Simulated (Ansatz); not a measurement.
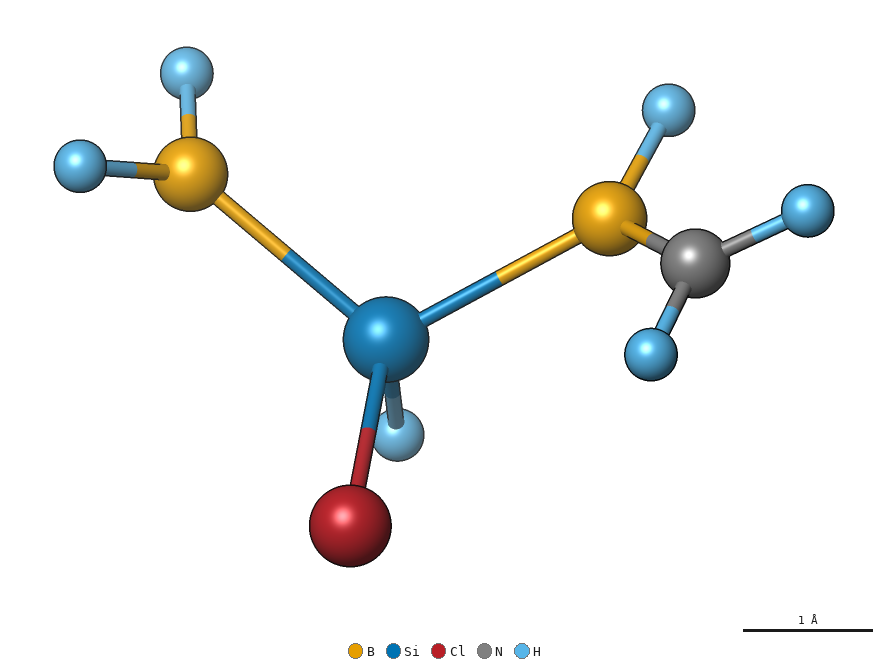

Rendered structure (ball-and-stick style).

Describe the molecule.

It has 11 atoms: 2 boron, 1 chlorine, 6 hydrogen, 1 nitrogen and 1 silicon (B₂ClH₆NSi). SMILES: `B[Si@H](Cl)BN`. It has no ring. Among its groups: Si–H bond, B–H bond. This geometry has C1 symmetry. Coordination: 2 B trigonal planar; 1 Si tetrahedral; 1 N trigonal planar.

The parts below concern this one geometry. Atoms keep their numbers from picture to picture. The geometry was computed by an optimisation with PBE0-D4/def2-TZVP. No frequency run is at hand to confirm it as a minimum.

**Shape**

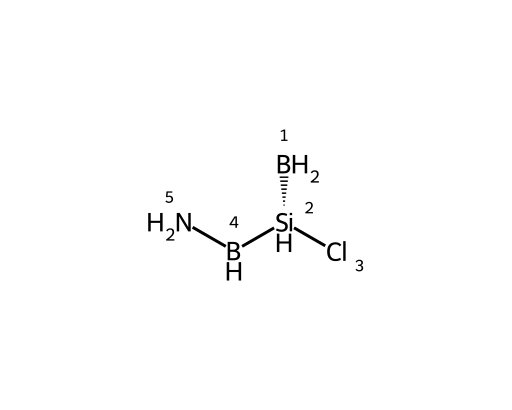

Skeletal drawing with numbered atoms; wedges and dashes mark any stereocentres. The configuration is that of a computed structure (PBE0-D4/def2-TZVP).

What are the Cahn–Ingold–Prelog descriptors?

Si2: S.

**Dipole moment**

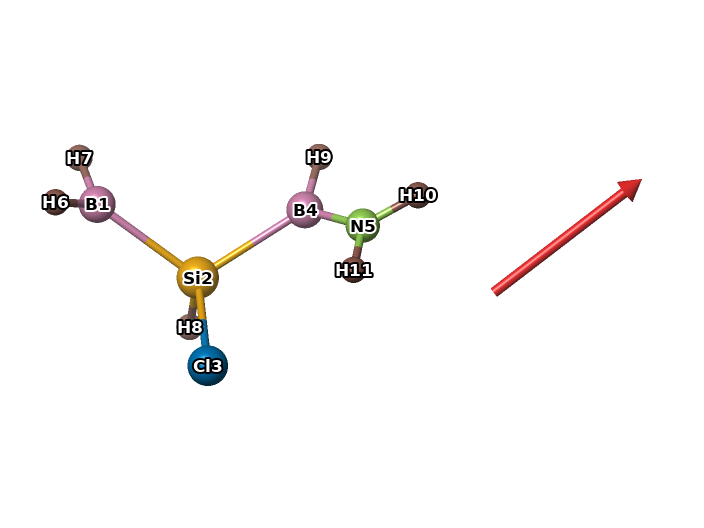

The arrow beside the molecule shows the direction of the dipole moment, from the negative to the positive end (its length means nothing). No frequency run is at hand to confirm it as a minimum. Method: RKS PBE0-D4/def2-TZVP (Ansatz 0.2.0).

How large is the dipole moment?

2.15 D; it points from the side of H6 to the side of H10 (the outermost atoms at the two ends).

**Levels of theory compared**

No frequency run is at hand to confirm it as a minimum. Program: Ansatz 0.2.0.

At this fixed geometry, give HOMO energy (eV) at these levels: B3LYP-D4/def2-TZVPP; PBE-D4/def2-TZVPP; PBE0-D4/def2-TZVPP; r2SCAN-D4/def2-TZVPP; ωB97M-V/def2-TZVPP; ωB97X-V/def2-TZVPP.

| level | HOMO energy (eV) |
| --- | --- |
| B3LYP-D4/def2-TZVPP | −7.39 |
| PBE-D4/def2-TZVPP | −6.41 |
| PBE0-D4/def2-TZVPP | −7.59 |
| r2SCAN-D4/def2-TZVPP | −6.66 |
| ωB97M-V/def2-TZVPP | −9.69 |
| ωB97X-V/def2-TZVPP | −9.89 |

**Charges**

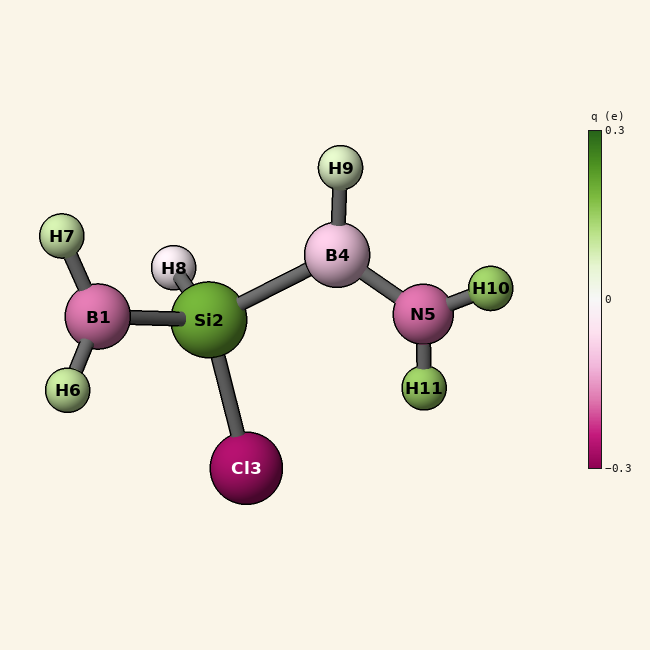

Atoms are coloured by their Mulliken charges. No frequency run is at hand to confirm it as a minimum. Level of theory: RKS ωB97M-V/def2-TZVPP (Ansatz 0.2.0).

List the Mulliken charges.

| atom | value (e) |
| --- | --- |
| B1 | −0.18 |
| Si2 | 0.19 |
| Cl3 | −0.26 |
| B4 | −0.09 |
| N5 | −0.18 |
| H6 | 0.10 |
| H7 | 0.09 |
| H8 | −0.02 |
| H9 | 0.07 |
| H10 | 0.14 |
| H11 | 0.15 |

Mulliken values depend strongly on the basis set and can even reverse the polarity of a bond.
